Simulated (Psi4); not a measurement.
# OH (SMILES [OH]): UM06-2X/def2-TZVP (Cholesky decomposition, cholesky tolerance 1e-05, sweep point 7)

Aim: the vertical doublet–quartet gap of OH at UM06-2X/def2-TZVP (Cholesky decomposition, cholesky tolerance 1e-05, sweep point 7), from 2 runs. 

Program for the calculation: Psi4 1.11.

2 further runs of the same task are left out: 2 set aside as unsound or not needed.

## (1) The structure to begin with

The species is OH (2 atoms), meant as a doublet with charge 0. As SMILES, `[OH]`. The shape is that of a GFN2-xTB optimisation.

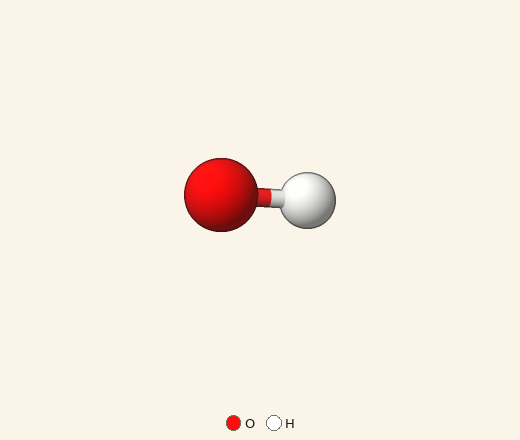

Viewed from a chosen angle; oxygen red, hydrogen white.

## (2) A single-point energy at UM06-2X/def2-TZVP (Cholesky decomposition, cholesky tolerance 1e-05, sweep point 7)

Input file ho.py:

```python
import psi4

psi4.set_memory('1600 MB')
psi4.set_num_threads(1)
psi4.core.set_output_file('psi4.out', False)

molecule = psi4.geometry("""
0 2
O      0.411770    -0.131830     0.212430
H     -0.411770     0.131830    -0.212430
symmetry c1
""")

psi4.set_options({
    'basis': 'def2-TZVP',
    'reference': 'uks',
    'puream': True,
    'scf_type': 'cd',
    'dft_radial_points': 99,
    'dft_spherical_points': 590,
    'cholesky_tolerance': 1e-05,
    'maxiter': 100,
})

e_tot, wfn = psi4.energy("m06-2x", return_wfn=True)
print(f'm06-2x energy: {e_tot:.10f} Eh')
for k, v in sorted(psi4.core.scalar_variables().items()):
    print(f'{k:45s} {v:18.10f}')
```

Run with:

```
$ python ho.py
```

psi4.out:

```text
[...]
  Running in c1 symmetry.
[...]
  Nuclear repulsion =    4.394007617076014
[...]
  Multiplicity = 2
[...]
  Nalpha       = 5
  Nbeta        = 4
[...]
    Number of basis functions: 37
[...]
   @UKS iter   1:   -75.70208871517460   -4.85143e-01   7.36990e-03 ADIIS/DIIS
[...]
   @UKS iter   8:   -75.73193812168199   -2.83661e-09   1.52851e-07 DIIS
[...]
   @S^2 Observed:                7.526562283E-01
[...]
    Orbital Energies [Eh]
    ---------------------
    Alpha Occupied:
       1A    -19.693066     2A     -1.146893     3A     -0.565960
       4A     -0.503568     5A     -0.440196
    Alpha Virtual:
       6A      0.061678     7A      0.428345     8A      0.460375
       9A      0.467568    10A      0.473463    11A      0.599703
      12A      1.244905    13A      1.267814    14A      1.481397
      15A      1.484831    16A      1.618750    17A      2.090414
      18A      2.110205    19A      2.154873    20A      2.553442
      21A      2.589931    22A      2.604960    23A      2.702937
      24A      3.690002    25A      5.083234    26A      5.084067
[...]
  @UKS Final Energy:   -75.73193812168199
   => Energetics <=
    Nuclear Repulsion Energy =              4.3940076170760136
    One-Electron Energy =                -112.7079398686527156
    Two-Electron Energy =                  36.8289668494061004
    DFT Exchange-Correlation Energy =      -4.2469727195113833
    Empirical Dispersion Energy =           0.0000000000000000
    VV10 Nonlocal Energy =                  0.0000000000000000
    Total Energy =                        -75.7319381216819920
[...]
 Multipole Moments:
 ------------------------------------------------------------------------------------
     Multipole            Electronic (a.u.)      Nuclear  (a.u.)        Total (a.u.)
 ------------------------------------------------------------------------------------
 L = 1.  Multiply by 2.5417464519 to convert [e a0] to [Debye]
 Dipole X            :         -0.0000000            0.0000000           -0.0000000
 Dipole Y            :          0.0000000            0.0000000            0.0000000
 Dipole Z            :          0.1456111           -0.8493960           -0.7037848
 Magnitude           :                                                    0.7037848
[...]
```

The script printed:

```text
m06-2x energy: -75.7319381217 Eh
CURRENT ENERGY                                    -75.7319381217
CURRENT REFERENCE ENERGY                          -75.7319381217
DD SOLVATION ENERGY                                 0.0000000000
DFT FUNCTIONAL TOTAL ENERGY                       -75.7319381217
DFT TOTAL ENERGY                                  -75.7319381217
DFT VV10 ENERGY                                     0.0000000000
DFT XC ENERGY                                      -4.2469727195
GRID ELECTRONS ALPHA                                4.9999999991
GRID ELECTRONS BETA                                 3.9999999991
GRID ELECTRONS TOTAL                                8.9999999981
NUCLEAR REPULSION ENERGY                            4.3940076171
ONE-ELECTRON ENERGY                              -112.7079398687
PCM POLARIZATION ENERGY                             0.0000000000
PE ENERGY                                           0.0000000000
SCF ITERATION ENERGY                              -75.7319381217
SCF ITERATIONS                                      8.0000000000
SCF TOTAL ENERGY                                  -75.7319381217
TWO-ELECTRON ENERGY                                36.8289668494
XC GRID RADIAL POINTS                              99.0000000000
XC GRID SPHERICAL POINTS                          590.0000000000
XC GRID TOTAL POINTS                           113600.0000000000
```

It took 3.6 s on 1 thread of Intel Xeon 6975P-C (Granite Rapids), shared host; peak memory 0.51 GiB.

## (3) The quartet, same level

Input file calc.py:

```python
import psi4

psi4.set_memory('1600 MB')
psi4.set_num_threads(1)
psi4.set_output_file('psi4.out', False)

mol = psi4.geometry("""
0 4
O      0.411770    -0.131830     0.212430
H     -0.411770     0.131830    -0.212430
symmetry c1
""")

options = {'reference': 'uks', 'puream': True, 'scf_type': 'cd', 'dft_radial_points': 99, 'dft_spherical_points': 590, 'cholesky_tolerance': 1e-05, 'maxiter': 100}
psi4.set_options(options)

e_tot = psi4.energy("m06-2x/def2-TZVP")
print('E =', round(e_tot, 9))
for k, v in sorted(psi4.core.scalar_variables().items()):
    print(f'{k:45s} {v:18.10f}')
```

Run with:

```
$ python calc.py
```

psi4.out:

```text
[...]
  Running in c1 symmetry.
[...]
  Nuclear repulsion =    4.394007617076014
[...]
  Multiplicity = 4
[...]
  Nalpha       = 6
  Nbeta        = 3
[...]
    Number of basis functions: 37
[...]
   @UKS iter   1:   -75.41159040344924   -1.94645e-01   5.66354e-03 ADIIS/DIIS
[...]
   @UKS iter   7:   -75.43291521594575   -7.97233e-09   4.32019e-07 DIIS
[...]
   @S^2 Observed:                3.753887299E+00
[...]
    Orbital Energies [Eh]
    ---------------------
    Alpha Occupied:
       1A    -19.944802     2A     -1.378544     3A     -0.768828
       4A     -0.719160     5A     -0.719160     6A     -0.116900
    Alpha Virtual:
       7A      0.338149     8A      0.349937     9A      0.349937
      10A      0.359259    11A      0.519237    12A      1.135073
      13A      1.135073    14A      1.304474    15A      1.304477
      16A      1.499341    17A      1.961945    18A      1.961945
      19A      2.023476    20A      2.373588    21A      2.373588
      22A      2.413347    23A      2.523069    24A      3.511394
      25A      4.871628    26A      4.871628    27A      4.876165
[...]
  @UKS Final Energy:   -75.43291521594575
   => Energetics <=
    Nuclear Repulsion Energy =              4.3940076170760136
    One-Electron Energy =                -110.7980163123090449
    Two-Electron Energy =                  35.1401513827273391
    DFT Exchange-Correlation Energy =      -4.1690579034400601
    Empirical Dispersion Energy =           0.0000000000000000
    VV10 Nonlocal Energy =                  0.0000000000000000
    Total Energy =                        -75.4329152159457550
[...]
 Multipole Moments:
 ------------------------------------------------------------------------------------
     Multipole            Electronic (a.u.)      Nuclear  (a.u.)        Total (a.u.)
 ------------------------------------------------------------------------------------
 L = 1.  Multiply by 2.5417464519 to convert [e a0] to [Debye]
 Dipole X            :          0.0000000            0.0000000            0.0000000
 Dipole Y            :         -0.0000000            0.0000000           -0.0000000
 Dipole Z            :          2.0431163           -0.8493960            1.1937203
 Magnitude           :                                                    1.1937203
[...]
```

On the terminal:

```text
E = -75.432915216
CURRENT ENERGY                                    -75.4329152159
CURRENT REFERENCE ENERGY                          -75.4329152159
DD SOLVATION ENERGY                                 0.0000000000
DFT FUNCTIONAL TOTAL ENERGY                       -75.4329152159
DFT TOTAL ENERGY                                  -75.4329152159
DFT VV10 ENERGY                                     0.0000000000
DFT XC ENERGY                                      -4.1690579034
GRID ELECTRONS ALPHA                                5.9999999991
GRID ELECTRONS BETA                                 2.9999999991
GRID ELECTRONS TOTAL                                8.9999999981
NUCLEAR REPULSION ENERGY                            4.3940076171
ONE-ELECTRON ENERGY                              -110.7980163123
PCM POLARIZATION ENERGY                             0.0000000000
PE ENERGY                                           0.0000000000
SCF ITERATION ENERGY                              -75.4329152159
SCF ITERATIONS                                      7.0000000000
SCF TOTAL ENERGY                                  -75.4329152159
TWO-ELECTRON ENERGY                                35.1401513827
XC GRID RADIAL POINTS                              99.0000000000
XC GRID SPHERICAL POINTS                          590.0000000000
XC GRID TOTAL POINTS                           113600.0000000000
```

Run time: 3.6 s. Hardware: 1 thread of Intel Xeon 6975P-C (Granite Rapids), shared host; peak memory 0.51 GiB.

## (4) Summary of results

Level: UM06-2X/def2-TZVP (Cholesky decomposition, cholesky tolerance 1e-05, sweep point 7).

```
                                        quantity         value
                           doublet: total energy  -75.73194 Eh
                          doublet: dipole moment        1.79 D
     doublet: HOMO energy (highest over α and β)     -11.01 eV
      doublet: LUMO energy (lowest over α and β)      -2.66 eV
                                   doublet: ⟨S²⟩         0.753
                           quartet: total energy  -75.43292 Eh
                          quartet: dipole moment        3.03 D
     quartet: HOMO energy (highest over α and β)      -3.18 eV
                                   quartet: ⟨S²⟩         3.754
vertical energy of the quartet above the doublet      8.137 eV
```

At this shape the quartet lies 8.14 eV (188 kcal/mol) above the doublet.
